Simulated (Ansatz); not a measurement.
CH$_{4}$BClF$_{2}$Si: several calculations on one system

**1. Relaxation**

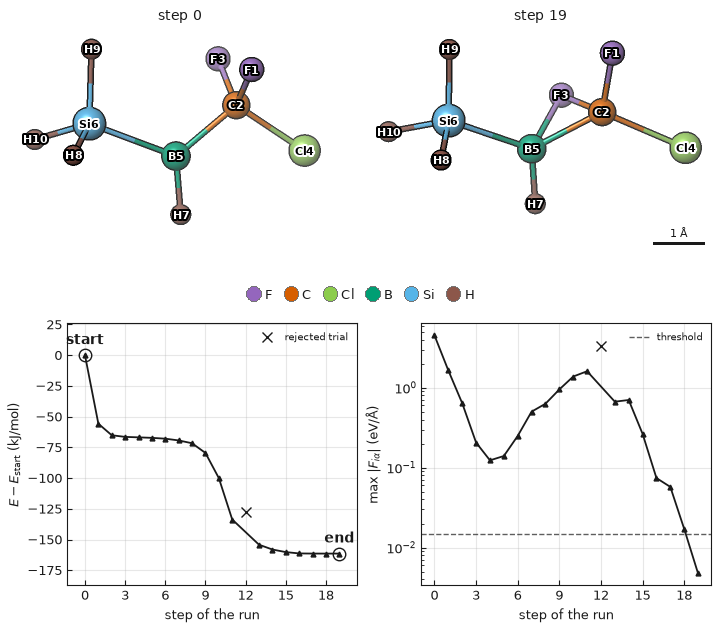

First and last geometry of a relaxation of CH$_{4}$BClF$_{2}$Si, with the history of the run. Style: ball-and-stick. Shown at a tilt.

The run prepares an end point of a later path (torsion) calculation, from a guessed geometry.

Computed with RKS PBE/STO-3G in Ansatz. Set-up: no spin polarisation; force threshold 0.015 eV/Å; at most 40 steps.

What do the curves and the structures tell?

It converged. F3 moves most after the best rigid fit: 0.80 Å. By element the largest moves are F 0.80 Å, Cl 0.58 Å, H 0.56 Å, C 0.34 Å, B 0.29 Å, Si 0.06 Å. Near-neighbour distances that change, for instance: F3–B5 2.417 → 1.606 Å, C2–F3 1.361 → 1.586 Å, C2–Cl4 1.747 → 1.874 Å, Si6–H9 1.486 → 1.457 Å. Among the angles between lasting bonds that change: F3–C2–B5 110.1° → 60.7°, F1–C2–B5 110.7° → 127.1°, Cl4–C2–B5 108.6° → 123.4°. The energy falls by 161.4 kJ/mol in 18 accepted moves (19 points after the start). Largest force component: 4.5 eV/Å at the start, 0.0048 eV/Å at the end. The line search rejected the trial step at point 12 of the run. The run took of the order of 70 core-seconds on a shared host.

```csv
step,"E − E(0), kJ/mol","largest force component, eV/Å",note
0,0.00,4.5188,
1,-55.74,1.6434,
2,-65.12,0.6400,
3,-66.46,0.2059,
4,-66.85,0.1235,
5,-67.25,0.1399,
6,-67.93,0.2497,
7,-69.35,0.5021,
8,-71.64,0.6307,
9,-79.55,0.9518,
10,-100.00,1.3805,
11,-133.71,1.6082,
12,-127.52,3.3482,rejected
13,-154.20,0.6692,
14,-158.10,0.7023,
15,-160.22,0.2653,
16,-161.30,0.0742,
17,-161.41,0.0575,
18,-161.43,0.0171,
19,-161.43,0.0048,
```

Limits of the set-up: STO-3G is a minimal basis, so the numbers are rough.

**2. Relaxation**

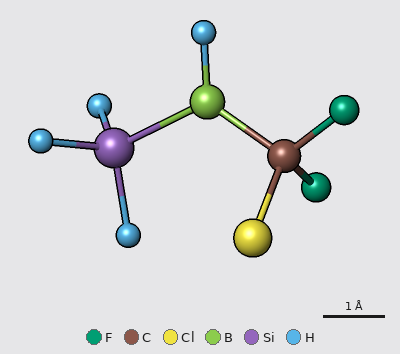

Starting structure of CH$_{4}$BClF$_{2}$Si. The picture is a ball-and-stick view, seen at a tilt.

The run prepares an end point of a later path (torsion) calculation, from a guessed geometry.

These are results of Ansatz 0.2.0, RKS PBE/STO-3G, not measurements.

The input:
```yaml
crystal:
  periodic: [false, false, false]
  atoms:
    - { symbol: F, position_ang: [-1.6188, -1.3642, -0.0372] }
    - { symbol: C, position_ang: [-0.7959, -0.7994, -0.9831] }
    - { symbol: F, position_ang: [0.1773, -1.7122, -1.2491] }
    - { symbol: Cl, position_ang: [-1.6015, -0.4536, -2.4943] }
    - { symbol: B, position_ang: [-0.1523, 0.54, -0.4373] }
    - { symbol: Si, position_ang: [1.15416, 1.52755, -1.50516] }
    - { symbol: H, position_ang: [-0.4177, 0.98496, 0.61949] }
    - { symbol: H, position_ang: [2.42108, 1.63686, -0.80601] }
    - { symbol: H, position_ang: [1.38837, 0.83653, -2.79958] }
    - { symbol: H, position_ang: [0.66829, 2.88049, -1.77941] }
basis:
  gaussian: { orbitals: STO-3G }
hamiltonian:
  xc: pbe
relax:
  f_tol: 0.015
  max_steps: 40
output:
  orbitals: {}
```

Command:
```bash
ansatz run input.yaml --threads 1 --pin off --max-ram 2048MiB --backend cpu --events-out ev --progress --plain --runs-dir out
```

Q: Predict the outcome.

A: Over 13 accepted moves (14 points after the start) the energy falls by 2.058 eV. The largest force component goes from 4.5 to 0.011 eV/Å. The line search rejected the trial step at point 9 of the run. The atom that moves furthest after the best rigid fit is Cl4 (0.92 Å). Largest moves by element: Cl 0.92 Å, H 0.65 Å, F 0.63 Å, C 0.50 Å, B 0.47 Å, Si 0.08 Å. Among the contacts that change: Cl4–B5 2.705 → 1.969 Å, C2–Cl4 1.747 → 2.392 Å, Si6–H9 1.486 → 1.457 Å, B5–Si6 1.955 → 1.976 Å. New bonds form: Cl4–B5 (2.71 → 1.97 Å). Bonds break: C2–Cl4 (1.75 → 2.39 Å). Bond angles that change, for instance: F3–C2–B5 110.1° → 126.1°, F1–C2–B5 110.7° → 125.3°, C2–B5–H7 122.5° → 110.6°. The run took about 50 core-seconds on a shared host.

Step by step:

```tsv
step	E − E(0), eV	largest force component, eV/Å	note
0	0.0000	4.4566	
1	-0.6199	2.4052	
2	-0.8592	0.6782	
3	-1.0701	1.0719	
4	-1.3792	1.1852	
5	-1.7305	1.1032	
6	-1.9129	1.2266	
7	-1.9674	1.1185	
8	-2.0279	0.5303	
9	-2.0197	0.6427	rejected
10	-2.0538	0.1558	
11	-2.0540	0.1189	
12	-2.0570	0.0618	
13	-2.0575	0.0284	
14	-2.0576	0.0115
```

Final geometry:

```xyz
10

F    -1.1547   -1.7126    0.2153
C    -0.4425   -0.9807   -0.6805
F     0.2086   -1.8346   -1.5129
Cl   -1.9186    0.2913   -2.0676
B    -0.4546    0.6079   -0.7888
Si    1.1434    1.4765   -1.5609
H    -0.9011    1.0869    0.1915
H     2.2251    1.5098   -0.5848
H     1.6559    0.7821   -2.7344
H     0.8616    2.8504   -1.9486
```

After the run, drawn alike:

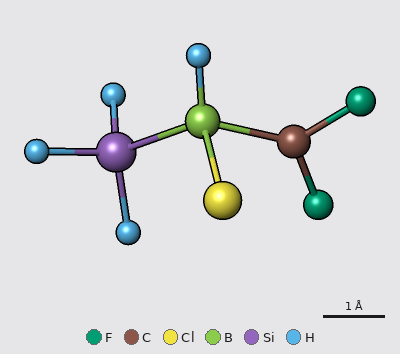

Limits of the set-up: STO-3G is a minimal basis, so the numbers are rough.

**3. Path**

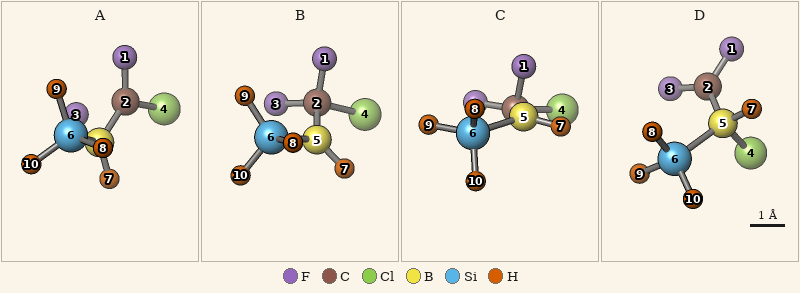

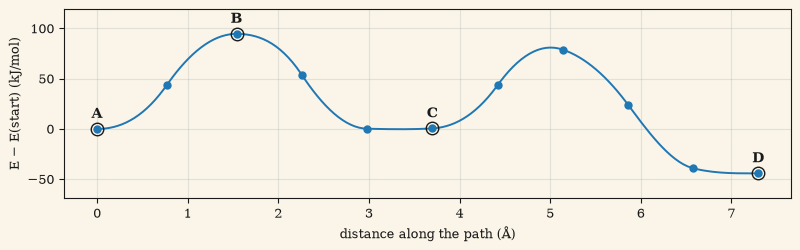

NEB run on CH$_{4}$BClF$_{2}$Si. Images are numbered from 0 (start) to 10 (end). Frames A to D are images 0, 2, 5, 10. Style: ball-and-stick. Shown from a free direction.

Level of theory: RKS PBE/STO-3G in Ansatz. Set-up: 9 movable images; climbing image; force threshold 0.05 eV/Å; iteration limit 60; starting path by image-dependent pair potential.

Describe the mechanism and the energy profile.

Answer. The highest point, image 2, lies 94.7 kJ/mol above the start and 138.8 kJ/mol above the end; the end is at −44.2 kJ/mol relative to the start. The path has more than one stage, and so few images may leave a stage unresolved. Forming: Cl4–B5 (3.06 → 2.98 at the top → 1.97 Å). The band converged in 24 iterations. The largest component of the band force went from 2.9 to 0.025 eV/Å. The climbing image converged on the top of the path. Its vibrational analysis gives one imaginary mode (172i cm⁻¹), as a transition state must have.

Limits of the set-up: STO-3G is a minimal basis, so the numbers are rough.

The run took of the order of 9 core-minutes on a shared host.
